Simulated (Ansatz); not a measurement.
Molecular dynamics of AlN$_{2}$H$_{5}$ (part 1 of 3)

The run: molecular dynamics of AlN$_{2}$H$_{5}$. Method and program: RKS B3LYP-D4/def2-SVP (Ansatz 0.2.0).

It belongs to a series of runs on one base structure; here: dynamics from the highest image of the converged band. Figures and captions count atoms from 1; the log counts them from 0 in places.

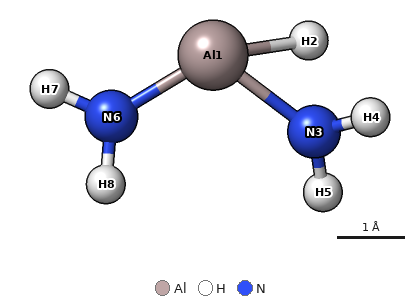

Fig. 1: The structure as given in the input (ball-and-stick view, seen on its broad side; atoms are numbered from 1 in the order of the input). Sticks mark near contacts. Bond lengths as drawn: Al–H 1.71 Å, Al–N 1.79 to 1.92 Å and H–N 1.02 to 1.03 Å.

**Input file**
```yaml
crystal:
  periodic: [false, false, false]
  atoms:
    - { symbol: Al, position_ang: [-0.11232, -0.746025, 0.31235] }
    - { symbol: H, position_ang: [1.031622, -0.182367, 1.454858] }
    - { symbol: "N", position_ang: [1.62196, 0.053073, 0.100226] }
    - { symbol: H, position_ang: [2.423498, -0.558793, 0.269899] }
    - { symbol: H, position_ang: [1.960732, 0.938917, -0.305105] }
    - { symbol: "N", position_ang: [-1.285436, 0.036737, -0.793193] }
    - { symbol: H, position_ang: [-2.292928, -0.093285, -0.757887] }
    - { symbol: H, position_ang: [-1.039231, 0.551741, -1.636948] }
basis:
  gaussian: { orbitals: def2-SVP }
hamiltonian:
  xc: b3lyp
  dispersion: d4
md:
  timestep: 0.5
  n_steps: 200
  ensemble: nve
  temperature: 300.0
  initial_velocities: maxwell_boltzmann
  seed: 2896
```

Launched with:
```bash
ansatz run input.yaml --threads 1 --pin off --max-ram 2048MiB --backend cpu --events-out ev --progress --plain --runs-dir out
```

**What the program printed**
```
Engine: ansatz 0.2.0, aarch64-unknown-linux-gnu
Functional definition: B3LYP
  parameter a0 = 0.2
  parameter ax = 0.72
  parameter ac = 0.81
  exchange = (1 - a0 - ax)*slater_x + ax*b88_x + a0*exact_x
  correlation = (1 - ac)*vwn_rpa_c + ac*lyp_c
761 factors; integrals over basis functions are off by at most 3.3e-4 eV
mean field evaluation 1: about -9639.2076 eV, gradient 8.2e1 eV
mean field evaluation 2: about -9595.7374 eV, gradient 1.4e2 eV
mean field evaluation 4: about -9652.9802 eV, gradient 1.5e1 eV
mean field evaluation 8: about -9653.5757 eV, gradient 9.6e-2 eV
mean field -9653.57573343 eV, -354.7623647747 hartree, gradient 3.3e-5 eV, S^2 0.000000; 0 other end points of the search recorded, 0 dependent functions left out
the calculation of the forces begins
reference -9653.57596642 eV, -354.7623733373 hartree; 16, 16 occupied and 55, 55 virtual orbitals, 761 factors
md step     0: t =     0.00 fs  T =   300.0 K  F+E_penalty+E_count = -9653.74779162 eV  E_kin = 0.232668 eV  conserved = -9653.51512363 eV  (24 SCF iters)
these checks for a lower state are left out or cut short: starts, cluster_reference, orbital_swaps, neighbouring_geometries, increment
761 factors; integrals over basis functions are off by at most 3.2e-4 eV
mean field evaluation 16: about -9653.5688 eV, gradient 9.3e-1 eV
mean field -9653.57004066 eV, -354.7621555693 hartree, gradient 1.4e-5 eV, S^2 0.000000; 0 other end points of the search recorded, 0 dependent functions left out
the calculation of the forces begins
reference -9653.57027340 eV, -354.7621641226 hartree; 16, 16 occupied and 55, 55 virtual orbitals, 761 factors
md step     1: t =     0.50 fs  T =   293.0 K  F+E_penalty+E_count = -9653.74218599 eV  E_kin = 0.227223 eV  conserved = -9653.51496340 eV  (25 SCF iters, 3 dispersion substeps)
[... from here on the SCF iterations and repeated set-up lines of each step are left out, up to the last step ...]
md step     2: t =     1.00 fs  T =   274.5 K  F+E_penalty+E_count = -9653.72750095 eV  E_kin = 0.212858 eV  conserved = -9653.51464344 eV  (25 SCF iters, 3 dispersion substeps)
md step     3: t =     1.50 fs  T =   250.5 K  F+E_penalty+E_count = -9653.70858471 eV  E_kin = 0.194286 eV  conserved = -9653.51429905 eV  (26 SCF iters, 3 dispersion substeps)
md step     4: t =     2.00 fs  T =   227.8 K  F+E_penalty+E_count = -9653.69073662 eV  E_kin = 0.176678 eV  conserved = -9653.51405890 eV  (25 SCF iters, 3 dispersion substeps)
md step     5: t =     2.50 fs  T =   211.1 K  F+E_penalty+E_count = -9653.67768820 eV  E_kin = 0.163688 eV  conserved = -9653.51400018 eV  (25 SCF iters, 3 dispersion substeps)
md step     6: t =     3.00 fs  T =   201.5 K  F+E_penalty+E_count = -9653.67037553 eV  E_kin = 0.156249 eV  conserved = -9653.51412665 eV  (25 SCF iters, 3 dispersion substeps)
md step     7: t =     3.50 fs  T =   196.6 K  F+E_penalty+E_count = -9653.66685961 eV  E_kin = 0.152485 eV  conserved = -9653.51437500 eV  (25 SCF iters, 3 dispersion substeps)
md step     8: t =     4.00 fs  T =   191.7 K  F+E_penalty+E_count = -9653.66331299 eV  E_kin = 0.148672 eV  conserved = -9653.51464090 eV  (25 SCF iters, 3 dispersion substeps)
md step     9: t =     4.50 fs  T =   181.6 K  F+E_penalty+E_count = -9653.65566924 eV  E_kin = 0.140858 eV  conserved = -9653.51481132 eV  (25 SCF iters, 3 dispersion substeps)
md step    10: t =     5.00 fs  T =   163.3 K  F+E_penalty+E_count = -9653.64141034 eV  E_kin = 0.126613 eV  conserved = -9653.51479712 eV  (26 SCF iters, 3 dispersion substeps)
md step    11: t =     5.50 fs  T =   137.2 K  F+E_penalty+E_count = -9653.62094360 eV  E_kin = 0.106373 eV  conserved = -9653.51457065 eV  (26 SCF iters, 3 dispersion substeps)
md step    12: t =     6.00 fs  T =   108.0 K  F+E_penalty+E_count = -9653.59796503 eV  E_kin = 0.083763 eV  conserved = -9653.51420183 eV  (25 SCF iters, 3 dispersion substeps)
md step    13: t =     6.50 fs  T =    83.1 K  F+E_penalty+E_count = -9653.57829385 eV  E_kin = 0.064437 eV  conserved = -9653.51385706 eV  (26 SCF iters, 3 dispersion substeps)
md step    14: t =     7.00 fs  T =    69.1 K  F+E_penalty+E_count = -9653.56727870 eV  E_kin = 0.053556 eV  conserved = -9653.51372284 eV  (25 SCF iters, 3 dispersion substeps)
md step    15: t =     7.50 fs  T =    68.5 K  F+E_penalty+E_count = -9653.56697967 eV  E_kin = 0.053098 eV  conserved = -9653.51388137 eV  (26 SCF iters, 3 dispersion substeps)
md step    16: t =     8.00 fs  T =    78.3 K  F+E_penalty+E_count = -9653.57495222 eV  E_kin = 0.060708 eV  conserved = -9653.51424413 eV  (27 SCF iters, 3 dispersion substeps)
md step    17: t =     8.50 fs  T =    91.5 K  F+E_penalty+E_count = -9653.58558277 eV  E_kin = 0.070970 eV  conserved = -9653.51461237 eV  (25 SCF iters, 3 dispersion substeps)
md step    18: t =     9.00 fs  T =   100.9 K  F+E_penalty+E_count = -9653.59309636 eV  E_kin = 0.078289 eV  conserved = -9653.51480779 eV  (25 SCF iters, 3 dispersion substeps)
md step    19: t =     9.50 fs  T =   102.6 K  F+E_penalty+E_count = -9653.59431312 eV  E_kin = 0.079550 eV  conserved = -9653.51476332 eV  (26 SCF iters, 3 dispersion substeps)
md step    20: t =    10.00 fs  T =    97.0 K  F+E_penalty+E_count = -9653.58975510 eV  E_kin = 0.075226 eV  conserved = -9653.51452906 eV  (26 SCF iters, 3 dispersion substeps)
md step    21: t =    10.50 fs  T =    88.6 K  F+E_penalty+E_count = -9653.58293786 eV  E_kin = 0.068714 eV  conserved = -9653.51422411 eV  (26 SCF iters, 3 dispersion substeps)
md step    22: t =    11.00 fs  T =    83.2 K  F+E_penalty+E_count = -9653.57854263 eV  E_kin = 0.064565 eV  conserved = -9653.51397756 eV  (26 SCF iters, 3 dispersion substeps)
md step    23: t =    11.50 fs  T =    85.8 K  F+E_penalty+E_count = -9653.58039306 eV  E_kin = 0.066512 eV  conserved = -9653.51388072 eV  (26 SCF iters, 3 dispersion substeps)
md step    24: t =    12.00 fs  T =    98.0 K  F+E_penalty+E_count = -9653.59000098 eV  E_kin = 0.076039 eV  conserved = -9653.51396196 eV  (25 SCF iters, 3 dispersion substeps)
md step    25: t =    12.50 fs  T =   118.5 K  F+E_penalty+E_count = -9653.60610143 eV  E_kin = 0.091916 eV  conserved = -9653.51418524 eV  (25 SCF iters, 3 dispersion substeps)
md step    26: t =    13.00 fs  T =   142.8 K  F+E_penalty+E_count = -9653.62521029 eV  E_kin = 0.110742 eV  conserved = -9653.51446836 eV  (26 SCF iters, 3 dispersion substeps)
md step    27: t =    13.50 fs  T =   165.3 K  F+E_penalty+E_count = -9653.64293190 eV  E_kin = 0.128224 eV  conserved = -9653.51470791 eV  (25 SCF iters, 3 dispersion substeps)
md step    28: t =    14.00 fs  T =   181.6 K  F+E_penalty+E_count = -9653.65560883 eV  E_kin = 0.140803 eV  conserved = -9653.51480587 eV  (25 SCF iters, 3 dispersion substeps)
md step    29: t =    14.50 fs  T =   189.7 K  F+E_penalty+E_count = -9653.66186282 eV  E_kin = 0.147162 eV  conserved = -9653.51470129 eV  (25 SCF iters, 3 dispersion substeps)
md step    30: t =    15.00 fs  T =   192.2 K  F+E_penalty+E_count = -9653.66350095 eV  E_kin = 0.149092 eV  conserved = -9653.51440857 eV  (26 SCF iters, 3 dispersion substeps)
md step    31: t =    15.50 fs  T =   194.9 K  F+E_penalty+E_count = -9653.66521093 eV  E_kin = 0.151171 eV  conserved = -9653.51403991 eV  (26 SCF iters, 3 dispersion substeps)
md step    32: t =    16.00 fs  T =   205.0 K  F+E_penalty+E_count = -9653.67276843 eV  E_kin = 0.158998 eV  conserved = -9653.51377072 eV  (26 SCF iters, 3 dispersion substeps)
md step    33: t =    16.50 fs  T =   227.7 K  F+E_penalty+E_count = -9653.69034855 eV  E_kin = 0.176610 eV  conserved = -9653.51373854 eV  (25 SCF iters, 3 dispersion substeps)
md step    34: t =    17.00 fs  T =   263.7 K  F+E_penalty+E_count = -9653.71846304 eV  E_kin = 0.204519 eV  conserved = -9653.51394390 eV  (25 SCF iters, 3 dispersion substeps)
md step    35: t =    17.50 fs  T =   309.1 K  F+E_penalty+E_count = -9653.75396312 eV  E_kin = 0.239717 eV  conserved = -9653.51424613 eV  (25 SCF iters, 3 dispersion substeps)
md step    36: t =    18.00 fs  T =   358.1 K  F+E_penalty+E_count = -9653.79215893 eV  E_kin = 0.277697 eV  conserved = -9653.51446148 eV  (25 SCF iters, 3 dispersion substeps)
md step    37: t =    18.50 fs  T =   406.4 K  F+E_penalty+E_count = -9653.82962728 eV  E_kin = 0.315154 eV  conserved = -9653.51447325 eV  (25 SCF iters, 3 dispersion substeps)
md step    38: t =    19.00 fs  T =   453.6 K  F+E_penalty+E_count = -9653.86605380 eV  E_kin = 0.351777 eV  conserved = -9653.51427721 eV  (26 SCF iters, 3 dispersion substeps)
md step    39: t =    19.50 fs  T =   503.4 K  F+E_penalty+E_count = -9653.90437694 eV  E_kin = 0.390419 eV  conserved = -9653.51395762 eV  (25 SCF iters, 3 dispersion substeps)
md step    40: t =    20.00 fs  T =   562.1 K  F+E_penalty+E_count = -9653.94953938 eV  E_kin = 0.435905 eV  conserved = -9653.51363438 eV  (25 SCF iters, 3 dispersion substeps)
md step    41: t =    20.50 fs  T =   636.0 K  F+E_penalty+E_count = -9654.00664297 eV  E_kin = 0.493229 eV  conserved = -9653.51341382 eV  (27 SCF iters, 3 dispersion substeps)
md step    42: t =    21.00 fs  T =   729.7 K  F+E_penalty+E_count = -9654.07928443 eV  E_kin = 0.565926 eV  conserved = -9653.51335796 eV  (27 SCF iters, 3 dispersion substeps)
md step    43: t =    21.50 fs  T =   844.7 K  F+E_penalty+E_count = -9654.16857494 eV  E_kin = 0.655100 eV  conserved = -9653.51347516 eV  (25 SCF iters, 3 dispersion substeps)
md step    44: t =    22.00 fs  T =   979.0 K  F+E_penalty+E_count = -9654.27300916 eV  E_kin = 0.759282 eV  conserved = -9653.51372728 eV  (26 SCF iters, 3 dispersion substeps)
md step    45: t =    22.50 fs  T =  1128.3 K  F+E_penalty+E_count = -9654.38908369 eV  E_kin = 0.875040 eV  conserved = -9653.51404364 eV  (25 SCF iters, 3 dispersion substeps)
md step    46: t =    23.00 fs  T =  1286.9 K  F+E_penalty+E_count = -9654.51243711 eV  E_kin = 0.998100 eV  conserved = -9653.51433689 eV  (25 SCF iters, 3 dispersion substeps)
md step    47: t =    23.50 fs  T =  1450.2 K  F+E_penalty+E_count = -9654.63923309 eV  E_kin = 1.124707 eV  conserved = -9653.51452564 eV  (25 SCF iters, 3 dispersion substeps)
md step    48: t =    24.00 fs  T =  1615.4 K  F+E_penalty+E_count = -9654.76739844 eV  E_kin = 1.252827 eV  conserved = -9653.51457104 eV  (25 SCF iters, 3 dispersion substeps)
md step    49: t =    24.50 fs  T =  1782.7 K  F+E_penalty+E_count = -9654.89714424 eV  E_kin = 1.382628 eV  conserved = -9653.51451607 eV  (25 SCF iters, 3 dispersion substeps)
md step    50: t =    25.00 fs  T =  1954.4 K  F+E_penalty+E_count = -9655.03021102 eV  E_kin = 1.515721 eV  conserved = -9653.51449027 eV  (25 SCF iters, 3 dispersion substeps)
md step    51: t =    25.50 fs  T =  2131.6 K  F+E_penalty+E_count = -9655.16783833 eV  E_kin = 1.653194 eV  conserved = -9653.51464463 eV  (24 SCF iters, 3 dispersion substeps)
md step    52: t =    26.00 fs  T =  2312.4 K  F+E_penalty+E_count = -9655.30847842 eV  E_kin = 1.793438 eV  conserved = -9653.51504075 eV  (24 SCF iters, 3 dispersion substeps)
md step    53: t =    26.50 fs  T =  2490.2 K  F+E_penalty+E_count = -9655.44687748 eV  E_kin = 1.931288 eV  conserved = -9653.51558901 eV  (24 SCF iters, 3 dispersion substeps)
md step    54: t =    27.00 fs  T =  2655.2 K  F+E_penalty+E_count = -9655.57539269 eV  E_kin = 2.059287 eV  conserved = -9653.51610540 eV  (24 SCF iters, 3 dispersion substeps)
md step    55: t =    27.50 fs  T =  2798.4 K  F+E_penalty+E_count = -9655.68674854 eV  E_kin = 2.170321 eV  conserved = -9653.51642747 eV  (24 SCF iters, 3 dispersion substeps)
md step    56: t =    28.00 fs  T =  2914.0 K  F+E_penalty+E_count = -9655.77650688 eV  E_kin = 2.260007 eV  conserved = -9653.51650015 eV  (24 SCF iters, 3 dispersion substeps)
md step    57: t =    28.50 fs  T =  3001.2 K  F+E_penalty+E_count = -9655.84395879 eV  E_kin = 2.327579 eV  conserved = -9653.51637953 eV  (24 SCF iters, 3 dispersion substeps)
md step    58: t =    29.00 fs  T =  3062.5 K  F+E_penalty+E_count = -9655.89133133 eV  E_kin = 2.375154 eV  conserved = -9653.51617698 eV  (24 SCF iters, 3 dispersion substeps)
md step    59: t =    29.50 fs  T =  3102.4 K  F+E_penalty+E_count = -9655.92210775 eV  E_kin = 2.406111 eV  conserved = -9653.51599678 eV  (26 SCF iters, 3 dispersion substeps)
md step    60: t =    30.00 fs  T =  3124.9 K  F+E_penalty+E_count = -9655.93941915 eV  E_kin = 2.423524 eV  conserved = -9653.51589492 eV  (24 SCF iters, 3 dispersion substeps)
md step    61: t =    30.50 fs  T =  3132.2 K  F+E_penalty+E_count = -9655.94510837 eV  E_kin = 2.429229 eV  conserved = -9653.51587902 eV  (24 SCF iters, 3 dispersion substeps)
md step    62: t =    31.00 fs  T =  3125.0 K  F+E_penalty+E_count = -9655.93952745 eV  E_kin = 2.423603 eV  conserved = -9653.51592400 eV  (24 SCF iters, 3 dispersion substeps)
md step    63: t =    31.50 fs  T =  3102.1 K  F+E_penalty+E_count = -9655.92188919 eV  E_kin = 2.405903 eV  conserved = -9653.51598645 eV  (24 SCF iters, 3 dispersion substeps)
md step    64: t =    32.00 fs  T =  3062.3 K  F+E_penalty+E_count = -9655.89101032 eV  E_kin = 2.374999 eV  conserved = -9653.51601146 eV  (24 SCF iters, 3 dispersion substeps)
md step    65: t =    32.50 fs  T =  3004.8 K  F+E_penalty+E_count = -9655.84630744 eV  E_kin = 2.330373 eV  conserved = -9653.51593436 eV  (24 SCF iters, 3 dispersion substeps)
md step    66: t =    33.00 fs  T =  2931.0 K  F+E_penalty+E_count = -9655.78886514 eV  E_kin = 2.273149 eV  conserved = -9653.51571569 eV  (24 SCF iters, 3 dispersion substeps)
md step    67: t =    33.50 fs  T =  2845.4 K  F+E_penalty+E_count = -9655.72215951 eV  E_kin = 2.206790 eV  conserved = -9653.51536985 eV  (24 SCF iters, 3 dispersion substeps)
md step    68: t =    34.00 fs  T =  2755.2 K  F+E_penalty+E_count = -9655.65180025 eV  E_kin = 2.136814 eV  conserved = -9653.51498619 eV  (24 SCF iters, 3 dispersion substeps)
md step    69: t =    34.50 fs  T =  2668.1 K  F+E_penalty+E_count = -9655.58399807 eV  E_kin = 2.069299 eV  conserved = -9653.51469885 eV  (23 SCF iters, 3 dispersion substeps)
md step    70: t =    35.00 fs  T =  2590.1 K  F+E_penalty+E_count = -9655.52339363 eV  E_kin = 2.008786 eV  conserved = -9653.51460751 eV  (24 SCF iters, 3 dispersion substeps)
md step    71: t =    35.50 fs  T =  2523.1 K  F+E_penalty+E_count = -9655.47151618 eV  E_kin = 1.956812 eV  conserved = -9653.51470407 eV  (24 SCF iters, 3 dispersion substeps)
md step    72: t =    36.00 fs  T =  2465.4 K  F+E_penalty+E_count = -9655.42691060 eV  E_kin = 1.912035 eV  conserved = -9653.51487512 eV  (24 SCF iters, 3 dispersion substeps)
md step    73: t =    36.50 fs  T =  2413.6 K  F+E_penalty+E_count = -9655.38685027 eV  E_kin = 1.871868 eV  conserved = -9653.51498240 eV  (24 SCF iters, 3 dispersion substeps)
md step    74: t =    37.00 fs  T =  2365.4 K  F+E_penalty+E_count = -9655.34944023 eV  E_kin = 1.834488 eV  conserved = -9653.51495257 eV  (24 SCF iters, 3 dispersion substeps)
md step    75: t =    37.50 fs  T =  2320.9 K  F+E_penalty+E_count = -9655.31478257 eV  E_kin = 1.799976 eV  conserved = -9653.51480665 eV  (24 SCF iters, 3 dispersion substeps)
md step    76: t =    38.00 fs  T =  2282.3 K  F+E_penalty+E_count = -9655.28472473 eV  E_kin = 1.770099 eV  conserved = -9653.51462548 eV  (24 SCF iters, 3 dispersion substeps)
md step    77: t =    38.50 fs  T =  2252.8 K  F+E_penalty+E_count = -9655.26167743 eV  E_kin = 1.747187 eV  conserved = -9653.51449068 eV  (24 SCF iters, 3 dispersion substeps)
md step    78: t =    39.00 fs  T =  2234.4 K  F+E_penalty+E_count = -9655.24737070 eV  E_kin = 1.732924 eV  conserved = -9653.51444638 eV  (23 SCF iters, 3 dispersion substeps)
md step    79: t =    39.50 fs  T =  2227.6 K  F+E_penalty+E_count = -9655.24213699 eV  E_kin = 1.727638 eV  conserved = -9653.51449870 eV  (23 SCF iters, 3 dispersion substeps)
md step    80: t =    40.00 fs  T =  2230.8 K  F+E_penalty+E_count = -9655.24476518 eV  E_kin = 1.730129 eV  conserved = -9653.51463646 eV  (24 SCF iters, 3 dispersion substeps)
md step    81: t =    40.50 fs  T =  2240.7 K  F+E_penalty+E_count = -9655.25266521 eV  E_kin = 1.737821 eV  conserved = -9653.51484416 eV  (25 SCF iters, 3 dispersion substeps)
md step    82: t =    41.00 fs  T =  2252.8 K  F+E_penalty+E_count = -9655.26224134 eV  E_kin = 1.747148 eV  conserved = -9653.51509298 eV  (24 SCF iters, 3 dispersion substeps)
md step    83: t =    41.50 fs  T =  2262.0 K  F+E_penalty+E_count = -9655.26963642 eV  E_kin = 1.754303 eV  conserved = -9653.51533351 eV  (24 SCF iters, 3 dispersion substeps)
md step    84: t =    42.00 fs  T =  2264.5 K  F+E_penalty+E_count = -9655.27172454 eV  E_kin = 1.756219 eV  conserved = -9653.51550542 eV  (24 SCF iters, 3 dispersion substeps)
md step    85: t =    42.50 fs  T =  2258.1 K  F+E_penalty+E_count = -9655.26685578 eV  E_kin = 1.751291 eV  conserved = -9653.51556457 eV  (24 SCF iters, 3 dispersion substeps)
md step    86: t =    43.00 fs  T =  2243.0 K  F+E_penalty+E_count = -9655.25509139 eV  E_kin = 1.739571 eV  conserved = -9653.51552001 eV  (24 SCF iters, 3 dispersion substeps)
md step    87: t =    43.50 fs  T =  2220.6 K  F+E_penalty+E_count = -9655.23764973 eV  E_kin = 1.722203 eV  conserved = -9653.51544713 eV  (24 SCF iters, 3 dispersion substeps)
md step    88: t =    44.00 fs  T =  2192.2 K  F+E_penalty+E_count = -9655.21562262 eV  E_kin = 1.700171 eV  conserved = -9653.51545177 eV  (24 SCF iters, 3 dispersion substeps)
md step    89: t =    44.50 fs  T =  2157.2 K  F+E_penalty+E_count = -9655.18860987 eV  E_kin = 1.673013 eV  conserved = -9653.51559662 eV  (24 SCF iters, 3 dispersion substeps)
md step    90: t =    45.00 fs  T =  2112.3 K  F+E_penalty+E_count = -9655.15404444 eV  E_kin = 1.638205 eV  conserved = -9653.51583962 eV  (24 SCF iters, 3 dispersion substeps)
md step    91: t =    45.50 fs  T =  2052.6 K  F+E_penalty+E_count = -9655.10793021 eV  E_kin = 1.591889 eV  conserved = -9653.51604105 eV  (24 SCF iters, 3 dispersion substeps)
md step    92: t =    46.00 fs  T =  1973.9 K  F+E_penalty+E_count = -9655.04692998 eV  E_kin = 1.530884 eV  conserved = -9653.51604589 eV  (24 SCF iters, 3 dispersion substeps)
md step    93: t =    46.50 fs  T =  1875.9 K  F+E_penalty+E_count = -9654.97067385 eV  E_kin = 1.454899 eV  conserved = -9653.51577444 eV  (24 SCF iters, 3 dispersion substeps)
md step    94: t =    47.00 fs  T =  1763.5 K  F+E_penalty+E_count = -9654.88298016 eV  E_kin = 1.367724 eV  conserved = -9653.51525598 eV  (24 SCF iters, 3 dispersion substeps)
md step    95: t =    47.50 fs  T =  1646.4 K  F+E_penalty+E_count = -9654.79145623 eV  E_kin = 1.276854 eV  conserved = -9653.51460265 eV  (24 SCF iters, 3 dispersion substeps)
md step    96: t =    48.00 fs  T =  1536.8 K  F+E_penalty+E_count = -9654.70583456 eV  E_kin = 1.191876 eV  conserved = -9653.51395822 eV  (24 SCF iters, 3 dispersion substeps)
md step    97: t =    48.50 fs  T =  1447.1 K  F+E_penalty+E_count = -9654.63579289 eV  E_kin = 1.122332 eV  conserved = -9653.51346070 eV  (24 SCF iters, 3 dispersion substeps)
md step    98: t =    49.00 fs  T =  1386.9 K  F+E_penalty+E_count = -9654.58885437 eV  E_kin = 1.075637 eV  conserved = -9653.51321695 eV  (24 SCF iters, 3 dispersion substeps)
md step    99: t =    49.50 fs  T =  1360.9 K  F+E_penalty+E_count = -9654.56874868 eV  E_kin = 1.055465 eV  conserved = -9653.51328319 eV  (24 SCF iters, 3 dispersion substeps)
md step   100: t =    50.00 fs  T =  1367.9 K  F+E_penalty+E_count = -9654.57455375 eV  E_kin = 1.060911 eV  conserved = -9653.51364300 eV  (24 SCF iters, 3 dispersion substeps)
md step   101: t =    50.50 fs  T =  1401.2 K  F+E_penalty+E_count = -9654.60092321 eV  E_kin = 1.086721 eV  conserved = -9653.51420181 eV  (24 SCF iters, 3 dispersion substeps)
md step   102: t =    51.00 fs  T =  1450.1 K  F+E_penalty+E_count = -9654.63947043 eV  E_kin = 1.124659 eV  conserved = -9653.51481106 eV  (25 SCF iters, 3 dispersion substeps)
md step   103: t =    51.50 fs  T =  1503.0 K  F+E_penalty+E_count = -9654.68096552 eV  E_kin = 1.165652 eV  conserved = -9653.51531344 eV  (24 SCF iters, 3 dispersion substeps)
```
